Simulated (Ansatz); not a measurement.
Potential energy curve for GaH, singlet.

Methods: RKS-PBE0 = restricted PBE0/aug-cc-pVTZ (Ansatz, an electronic-structure program); RKS-PBE = restricted PBE/aug-cc-pVTZ run with Ansatz; RKS-BLYP = restricted BLYP/aug-cc-pVTZ (Ansatz); UKS-PBE = unrestricted PBE/aug-cc-pVTZ run with Ansatz; UKS-BLYP = unrestricted BLYP/aug-cc-pVTZ run with Ansatz; UKS-PBE0 = unrestricted PBE0/aug-cc-pVTZ run with Ansatz; UCCSD(T) = CCSD(T) on UHF/aug-cc-pVTZ, cores with 3d frozen in Ansatz; UCCSDT(Q) = CCSDT(Q) on UHF/aug-cc-pVTZ, cores with 3d frozen in Ansatz; FCI = Ansatz with full CI/aug-cc-pVTZ, cores with 3d frozen.

Cost and accuracy over the 23 points of the scan, with FCI as yardstick. Costs are rough ratios of core time within Ansatz on shared cores, each with its mean field (Kohn-Sham runs search longer for lower solutions than correlated ones do); the miss is the largest error against full CI of the curve after the mean shift, in kJ/mol.

**Question.** Which of them comes closest to FCI within 20 times the cost of the cheapest?

**Answer.** UKS-PBE, 6.1 kJ/mol off at most.

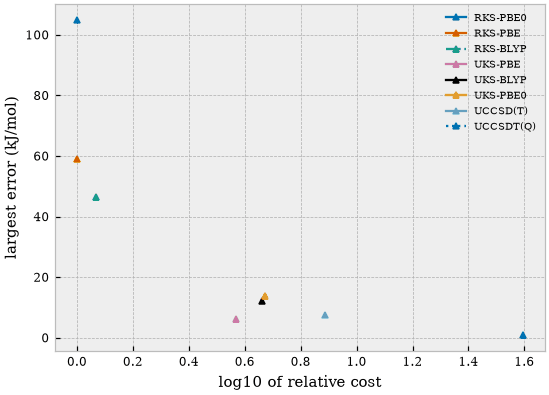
Figure. Miss against cost, one point a level.

```tsv
level	relative cost	largest error
RKS-PBE0	1	105.0
RKS-PBE	1	58.9
RKS-BLYP	1	46.4
UKS-PBE	4	6.1
UKS-BLYP	5	12.3
UKS-PBE0	5	13.8
UCCSD(T)	8	7.4
UCCSDT(Q)	40	0.7
```

Costs within a factor of two of each other count as equal.

The restricted form behind RKS-PBE0, RKS-PBE, RKS-BLYP keeps the bonding electrons paired and can't separate into open-shell fragments. The unrestricted determinant behind UKS-PBE is spin-contaminated at 3.34 to 6.68 Å (<S²> up to 1.0, against 0.00 for a pure singlet). The unrestricted determinant behind UKS-BLYP is spin-contaminated at 3.34 to 6.68 Å (<S²> up to 0.8, against 0.00 for a pure singlet). The unrestricted determinant behind UKS-PBE0 is spin-contaminated at 2.98 to 6.68 Å (<S²> up to 1.0, against 0.00 for a pure singlet). The unrestricted determinant behind UCCSD(T), UCCSDT(Q) is spin-contaminated at 1.27 to 1.51, 2.53 to 6.68 Å (<S²> up to 1.0, against 0.00 for a pure singlet). Also computed but left out beside FCI, since their determinant holds another spin at the minimum (<S²> over 0.7 above the pure value): UHF/STO-3G.
